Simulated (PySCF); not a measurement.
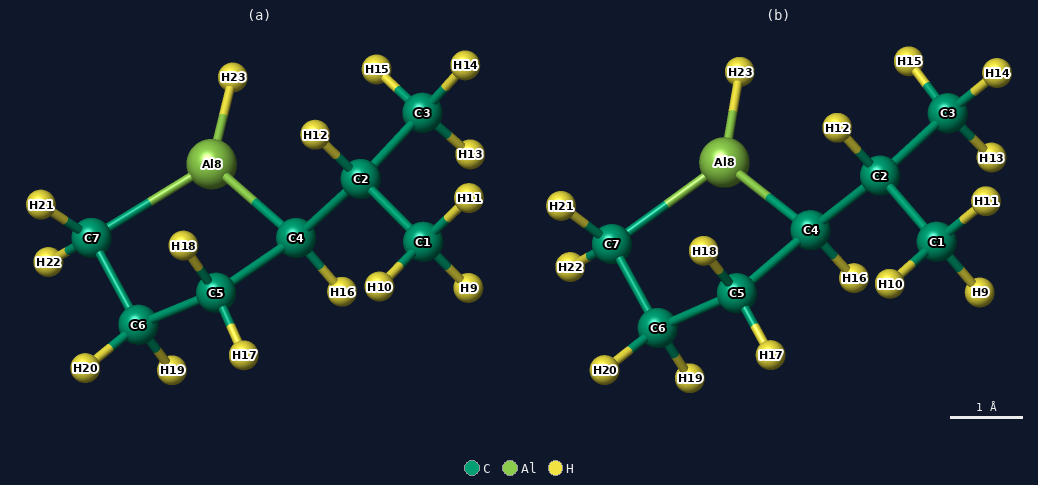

The structure of C₇H₁₅Al before (left) and after (right) a relaxation, at one scale.

Style: ball-and-stick. Shown from a free direction.

The start comes from GFN2-xTB.

Level of theory: PySCF 2.14.0, density-fitted response routines, PBE0-D3(BJ)/def2-SVP geometry optimisation, gas phase. 

Question: Describe what moved and what it gained.

Answer: H16 moves most after the best rigid fit: 0.27 Å. By element the largest moves are H 0.27 Å, C 0.13 Å, Al 0.09 Å. Among the contacts that change: Al8–H23 1.543 → 1.595 Å, C4–Al8 2.016 → 1.980 Å, C7–Al8 1.998 → 1.965 Å, C5–H18 1.095 → 1.108 Å. Bond angles that change, for instance: Al8–C4–H16 114.6° → 104.6°, Al8–C7–H21 115.1° → 108.6°, C2–C4–Al8 116.6° → 121.4°. Over 6 geometry steps the energy falls by 0.168 eV. Cost: 2 min on 1 thread of Arm Neoverse V2 (shared host).
